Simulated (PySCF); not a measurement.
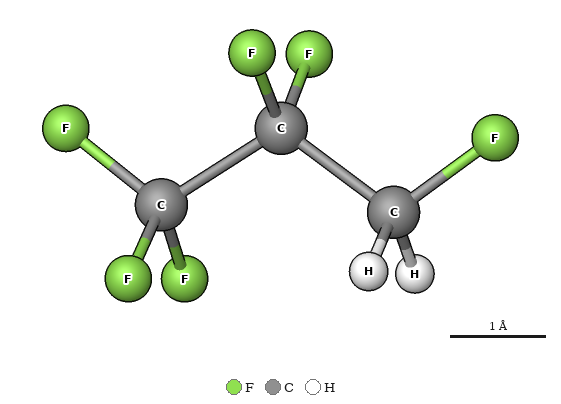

Fig. 1: The input geometry (ball-and-stick view, seen at a tilt). Bond lengths as drawn: C–C 1.52 to 1.54 Å, C–F 1.32 to 1.36 Å and C–H 1.10 Å.

Run report: C3H2F6, spin–spin coupling calculation

- system: C3H2F6, SMILES FCC(F)(F)C(F)(F)F
- method: B3LYP/pcJ-1 indirect spin-spin coupling, non-relativistic, gas phase (PySCF 2.14.0)

The geometry comes from this level: PBE0-D3(BJ)/def2-SVP.

**What the program printed**
```
coarse grid: 11016 points
cycle   1  E = -714.2555169726  dE =  1.499e+00  |g| = 1.238e+00  |ddm| = 2.808e+00
cycle   2  E = -713.8293139714  dE =  4.262e-01  |g| = 2.137e+00  |ddm| = 1.638e+00
cycle   3  E = -714.4915836648  dE = -6.623e-01  |g| = 6.590e-02  |ddm| = 1.065e+00
cycle   4  E = -714.4918449766  dE = -2.613e-04  |g| = 5.368e-02  |ddm| = 5.953e-02
cycle   5  E = -714.4922847093  dE = -4.397e-04  |g| = 1.259e-02  |ddm| = 3.174e-02
cycle   6  E = -714.4923048627  dE = -2.015e-05  |g| = 2.395e-03  |ddm| = 6.412e-03
cycle   7  E = -714.4923057751  dE = -9.124e-07  |g| = 5.830e-04  |ddm| = 1.863e-03
final grid: 113992 points
cycle   8  E = -714.5754656485  dE = -2.641e-04  |g| = 8.590e-03  |ddm| = 1.692e-02
cycle   9  E = -714.5754526570  dE =  1.299e-05  |g| = 1.269e-02  |ddm| = 1.003e-02
cycle  10  E = -714.5754757646  dE = -2.311e-05  |g| = 7.916e-04  |ddm| = 6.061e-03
cycle  11  E = -714.5754758289  dE = -6.431e-08  |g| = 4.896e-04  |ddm| = 8.819e-04
cycle  12  E = -714.5754758697  dE = -4.076e-08  |g| = 5.901e-05  |ddm| = 3.438e-04
cycle  13  E = -714.5754758701  dE = -4.038e-10  |g| = 2.308e-05  |ddm| = 3.766e-05
```

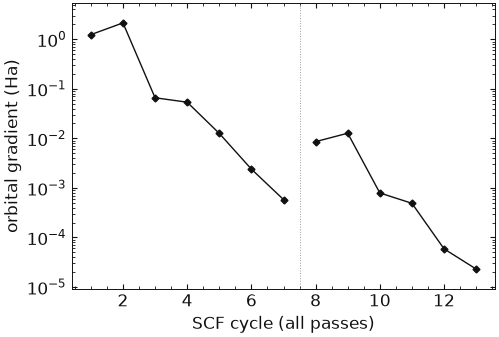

Fig. 2: Convergence of the self-consistent field: orbital gradient against the SCF cycle. The dotted line marks the change from a coarse to the final integration grid. The first 7 cycles use a coarse grid, the final grid takes over at cycle 8, and the field converges after 13 cycles in all.

```
converged SCF energy = -714.5754758701

Indirect spin-spin couplings (Hz)
  i      j    bonds     total        FC       PSO       DSO        SD
  0 F    1 C    1   -258.130  -300.030    21.496     0.902    19.503
  0 F    2 C    2     16.366    17.823    -3.346     0.319     1.569
  0 F    3 F    3    -15.211    -3.478   -13.060     0.257     1.071
  0 F    4 F    3    -15.524    -3.742   -12.849     0.233     0.833
  0 F    5 C    3      3.716     3.611    -0.003    -0.148     0.257
  0 F    6 F    4     -0.203    -0.226     2.021    -0.830    -1.168
  0 F    7 F    4     15.049     1.631     7.007    -1.269     7.679
  0 F    8 F    4     -0.518    -0.378     1.837    -0.838    -1.138
  0 F    9 H    2     53.195    46.670    10.595    -0.903    -3.167
  0 F   10 H    2     53.176    46.642    10.605    -0.907    -3.164
  1 C    3 F    2     20.955    21.879    -2.524     0.179     1.421
  1 C    4 F    2     21.267    22.070    -2.422     0.179     1.440
  1 C    6 F    3     -0.976    -0.691    -0.419     0.238    -0.104
  1 C    7 F    3      2.465     2.046     0.609    -0.292     0.102
  1 C    8 F    3     -0.957    -0.673    -0.427     0.242    -0.099
  1 C    9 H    1    157.682   156.958    -0.601     1.325         -
  1 C   10 H    1    157.853   157.131    -0.602     1.324         -
  2 C    3 F    1   -314.008  -311.185   -17.127     1.487    12.816
  2 C    4 F    1   -314.119  -311.375   -17.060     1.486    12.830
  2 C    6 F    2     42.122    41.992    -1.120     0.402     0.849
  2 C    7 F    2     29.010    25.652     0.493     0.335     2.531
  2 C    8 F    2     42.294    42.146    -1.104     0.403     0.850
  2 C    9 H    2      0.198     0.177    -0.429     0.451         -
  2 C   10 H    2      0.050     0.026    -0.426     0.450         -
  3 F    4 F    2    237.857    47.553   108.386     0.015    81.903
  3 F    5 C    2     33.114    33.885    -2.303     0.483     1.050
  3 F    6 F    3    -14.369    -4.282    -8.853     0.430    -1.664
  3 F    7 F    3    -19.947    -6.249   -14.546     0.441     0.407
  3 F    8 F    3     20.643   -15.050    14.875    -1.541    22.359
  3 F    9 H    3      4.661     3.391     1.207     0.422    -0.357
  3 F   10 H    3     27.751    28.885     0.975    -1.891    -0.218
  4 F    5 C    2     33.168    33.937    -2.309     0.482     1.058
  4 F    6 F    3     21.007   -15.011    15.196    -1.542    22.364
  4 F    7 F    3    -19.865    -6.152   -14.687     0.453     0.521
  4 F    8 F    3    -14.143    -4.249    -8.487     0.416    -1.823
  4 F    9 H    3     28.455    29.582     0.980    -1.886    -0.221
  4 F   10 H    3      5.158     3.897     1.180     0.453    -0.371
  5 C    6 F    1   -349.360  -324.228   -35.615     1.601     8.882
  5 C    7 F    1   -365.789  -333.814   -40.902     1.609     7.319
  5 C    8 F    1   -349.203  -324.173   -35.534     1.601     8.903
  5 C    9 H    3     -0.195    -0.236    -0.343     0.384         -
  5 C   10 H    3     -0.245    -0.285    -0.334     0.374         -
  6 F    7 F    2     61.404    35.579   -24.001    -0.178    50.004
  6 F    8 F    2     64.435    32.684   -19.093    -0.153    50.997
  6 F    9 H    4      3.595     3.838    -1.851     1.792    -0.184
  6 F   10 H    4      1.115     0.869     0.572    -0.109    -0.217
  7 F    8 F    2     62.174    35.753   -23.544    -0.178    50.144
  7 F    9 H    4     -1.089    -0.824     1.108    -1.311    -0.061
  7 F   10 H    4     -1.038    -0.782     1.115    -1.306    -0.065
  8 F    9 H    4      1.046     0.790     0.526    -0.056    -0.215
  8 F   10 H    4      3.624     3.873    -1.847     1.776    -0.178
  9 H   10 H    2    -12.239   -12.421     1.505    -1.323         -
```

This output came from the following input.

**Input file**
```
{"job": {"kind": "j", "xc": "B3LYP", "basis": "pcJ-1"}, "charge": 0, "multiplicity": 1}
F     -2.304845     0.662179    -0.364760
C     -1.270082    -0.203133    -0.216920
C      0.005363     0.584551     0.008222
F     -0.111485     1.354698     1.103535
F      0.250420     1.383798    -1.044495
C      1.236845    -0.317632     0.203888
F      1.056741    -1.106428     1.260777
F      2.325161     0.405266     0.390475
F      1.408757    -1.087095    -0.868561
H     -1.442597    -0.858441     0.651431
H     -1.154278    -0.817771    -1.123588
```

The first line tells a small driver script what to run in PySCF; the rest is the geometry in Å.

**Results in brief**

```csv
quantity,value
outcome,converged
total energy,−714.575476 hartree
HOMO,−9.95 eV
LUMO,0.88 eV
dipole moment,1.95 D
hardware,"1 CPU thread, shared host"
wall time,73 s
peak memory,1 GiB
```
